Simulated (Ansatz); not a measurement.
H₆NSi₂ (SMILES [SiH2]N[SiH3]) (doublet)

Input

```
crystal:
  periodic: [false, false, false]
  atoms:
    - {symbol: Si, position_ang: [-1.200856, 0.925305, -0.948367]}
    - {symbol: N, position_ang: [0.196886, 0.625803, 0.025193]}
    - {symbol: Si, position_ang: [0.611744, -0.820464, 0.880208]}
    - {symbol: H, position_ang: [-1.616525, -0.372047, -1.554540]}
    - {symbol: H, position_ang: [-0.842900, 1.913407, -2.010927]}
    - {symbol: H, position_ang: [0.764121, 1.439256, 0.222199]}
    - {symbol: H, position_ang: [1.982631, -1.276549, 0.525392]}
    - {symbol: H, position_ang: [-0.378231, -1.853403, 0.488479]}
    - {symbol: H, position_ang: [0.571629, -0.627709, 2.355364]}
basis:
  gaussian: {orbitals: def2-TZVPP}
magnetization: {spin_polarized: true, initial_magnetization: 1}
hamiltonian: {xc: pbe0, dispersion: d4}
output: {orbitals: {seedname: orbitals}}
```

Run with:

```sh
ansatz run in.yaml --threads 2 --pin off --events-out ev --progress --plain --max-ram 32768MiB --backend cpu
```

Geometry: PBE0-D4/def2-TZVP.

All numbers below come from Ansatz 0.2.0, UKS PBE0-D4/def2-TZVPP.

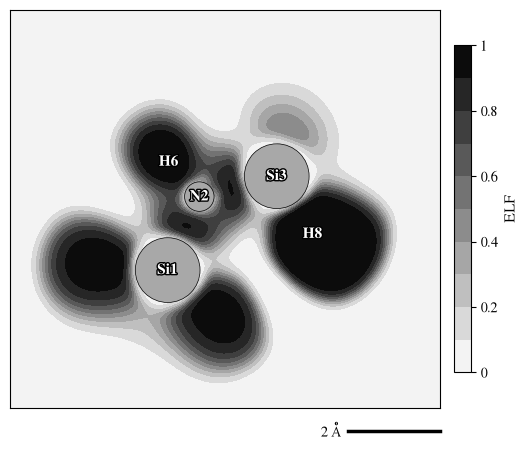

Figure 1. ELF on the plane of atoms Si1, N2 and Si3. Grey discs cover the atomic cores.

Question: Read the bonding off the picture.

Answer:
- The section cuts through Si, N and H sites.
- Si–N (1.73 Å): the ELF peaks at about 0.90 between the atoms (a polar covalent bond).
- N–H (1.01 Å): the ELF climbs to about 1 towards the hydrogen, as it does in any bond to H (an ordinary covalent bond to hydrogen).
- Si–H (1.48 Å): the ELF climbs to about 1 towards the hydrogen.

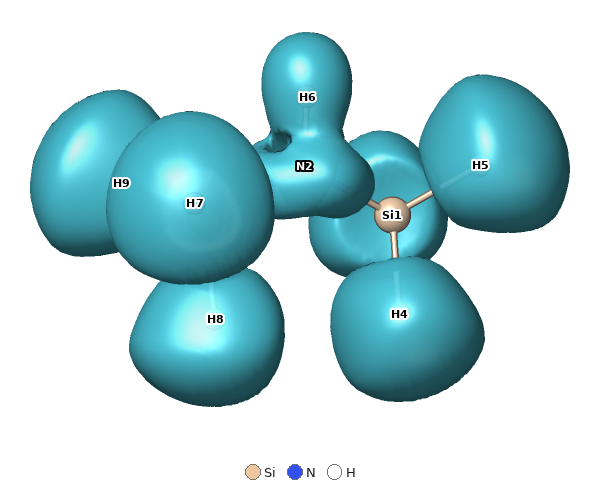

Figure 2. Isosurface of the electron localisation function at 0.75 (cyan), seen at a tilt. Core shells and regions of very low density are left out.

Question: Identify the bonds, lone pairs and shells in this picture.

Answer: The surface consists of five regions around hydrogen nuclei, one lobe on Si, pointing away from the bonds (non-bonding electrons) and one joined region spread over several atoms (H, N), in which their bonds and any lone pairs are merged.

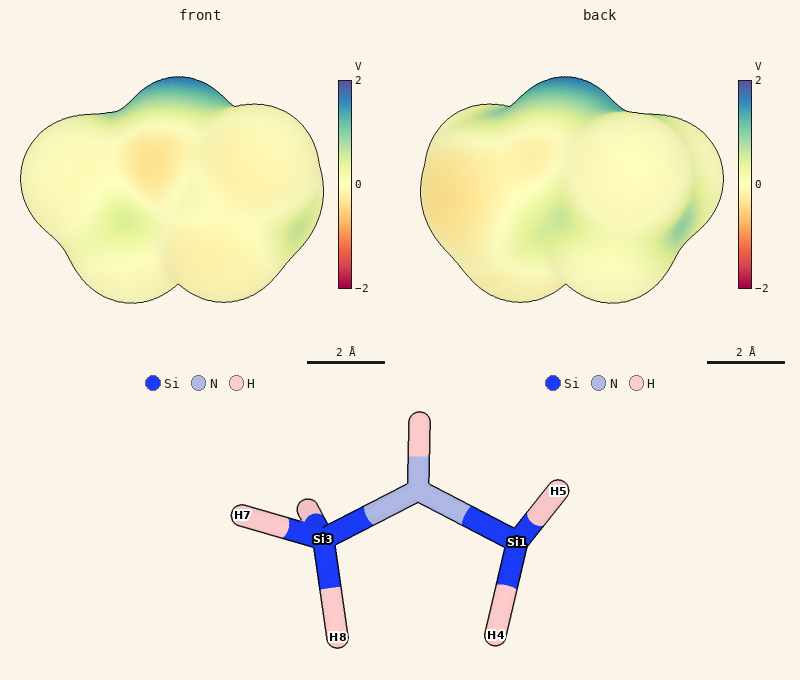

Figure 3. The molecular electrostatic potential painted on the density surface at 0.001 e/bohr³, seen from the front and from behind; the colour scale runs from red (negative) to blue (positive). The bare structure is drawn below in the same view.

Question: Which sites attract a positive test charge, and which a negative one?

Answer: A positive charge is drawn to the negative regions and a negative charge to the positive ones. The most negative region (about −0.4 V, or −9 kcal/mol for a unit charge) lies over N2, the most positive (about +1.7 V, or +39 kcal/mol for a unit charge) over H6.
